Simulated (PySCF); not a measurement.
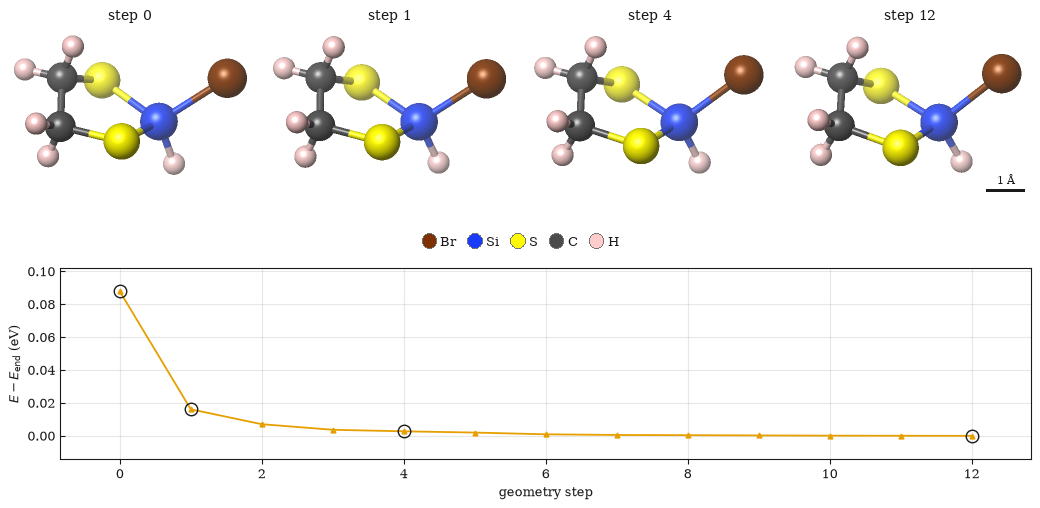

Frames of a relaxation of C2H5BrS2Si, marked on the history of the run. Style: ball-and-stick. Shown from a free direction.

The start comes from GFN2-xTB. Its atoms were then displaced at random by about 0.01 Å.

These are results of PBE0-D3(BJ)/def2-SVP geometry optimisation, gas phase in PySCF 2.14.0, density-fitted response routines, not measurements. 

### What happens along the run?

Over 12 geometry steps the energy falls by 0.088 eV. The Br atom moves most after the best rigid fit: 0.23 Å. Largest moves by element: Br 0.23 Å, H 0.23 Å, S 0.20 Å, C 0.04 Å, Si 0.04 Å. Among the contacts that change: C–S 1.784 → 1.833 Å, H–Si 1.450 → 1.484 Å, C–H 1.071 → 1.100 Å, S–Si 2.152 → 2.133 Å. Among the angles between lasting bonds that change: C–C–S 109.5° → 111.9°, S–Si–H 113.6° → 115.8°. From step 0 to 1: an H atom moves most (0.15 Å), energy −0.072 eV. From step 1 to 4: the Br atom moves most (0.13 Å), energy −0.013 eV. From step 4 to 12: the Br atom moves most (0.08 Å), energy −0.003 eV.

```csv
step,"E − E(0), eV"
0,0.0000
1,-0.0717
2,-0.0808
3,-0.0842
4,-0.0851
5,-0.0859
6,-0.0869
7,-0.0873
8,-0.0875
9,-0.0876
10,-0.0878
11,-0.0878
12,-0.0879
```
